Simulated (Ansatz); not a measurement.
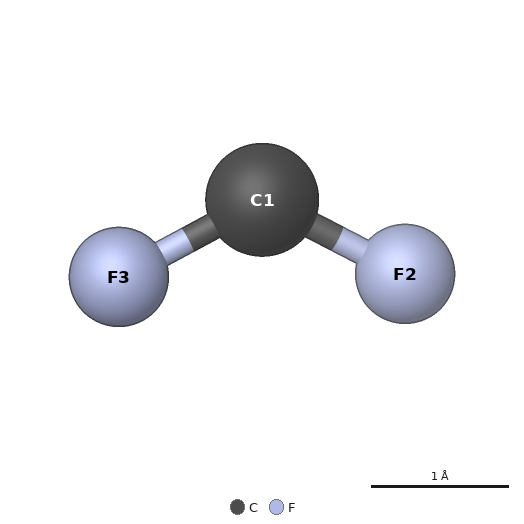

The picture comes from a calculation with Ansatz.

Orthographic view. Depth is shown by fading: the farther an atom, the more it takes the colour of the background. The species has charge +1 and is a spin doublet. Geometry: a fixed input geometry, not necessarily a minimum.

Give the geometry as a Z-matrix, atoms in numerical order, with these reference atoms: 2 to 1; 3 to 1, 2.

```
C  
F    1   1.194
F    1   1.196   2   124.6
```
